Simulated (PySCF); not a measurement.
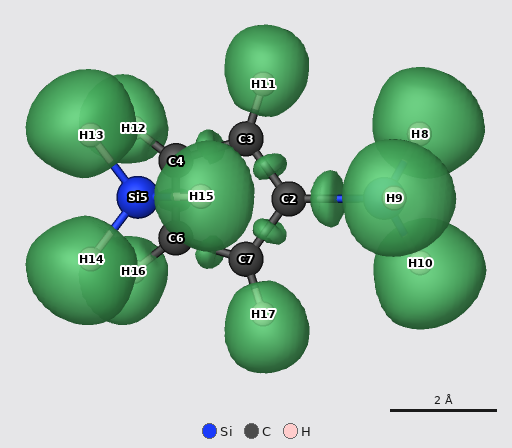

The picture shows: C₅H₁₀Si₂. Isosurface of the ELF at 0.85 (green), seen across its widest extent. Core shells and regions of very low density are left out.

Geometry: PBE0-D3(BJ)/def2-SVP.

All numbers below come from PySCF, PBE/pcSseg-1, SCF density, gas phase, non-relativistic.

```xyz
17

Si    2.7381    0.2767    0.0075
C     0.9471   -0.0671   -0.3862
C     0.0347    0.8490   -0.9469
C    -1.2468    0.2573   -0.9955
Si   -1.9220    0.2349    1.0266
C    -1.1130   -1.0881   -0.4358
C     0.2431   -1.2475   -0.0749
H     3.2937    1.2662   -0.9658
H     2.9050    0.8422    1.3840
H     3.5318   -0.9881   -0.0680
H     0.2612    1.8678   -1.2633
H    -2.1015    0.6146   -1.5726
H    -2.9243    1.3404    0.8559
H    -2.7070   -0.8180    1.7553
H    -0.7457    0.6799    1.8113
H    -1.8531   -1.8844   -0.5332
H     0.6588   -2.1359    0.4017
```

Question: Identify the bonds, lone pairs and shells in this picture.

Answer: The ELF exceeds this value in five regions between bonded C–C atoms (shared pairs), one region between bonded C–Si atoms (shared pairs) and ten regions around hydrogen nuclei. Profiles from the grid: C–C (1.41 Å): the ELF peaks at about 0.95 between the atoms: localised, covalent bonding. C–Si (1.87 Å): the ELF peaks at about 0.95 between the atoms; localised, covalent bonding.
